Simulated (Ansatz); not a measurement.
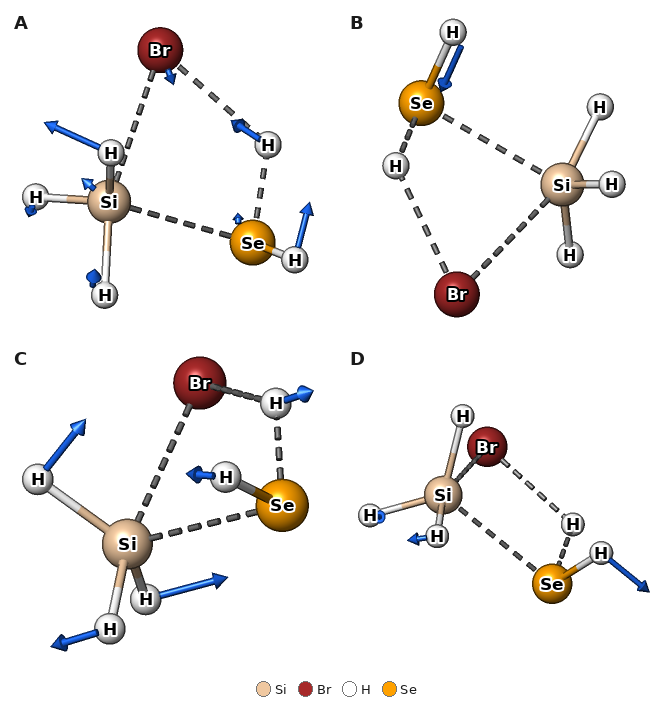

4 normal modes of one molecule or complex, as arrows. Broken sticks mark bonds that form or break. Harmonic vibrations computed with RKS PBE0-D4/def2-TZVP (Ansatz 0.2.0) at a stationary point of the same level. It is a saddle point of order 1.

### Match the panels to the wavenumbers 172 cm⁻¹, 491 cm⁻¹, 675 cm⁻¹, 2430 cm⁻¹.

A: 172 cm⁻¹
B: 2430 cm⁻¹
C: 675 cm⁻¹
D: 491 cm⁻¹
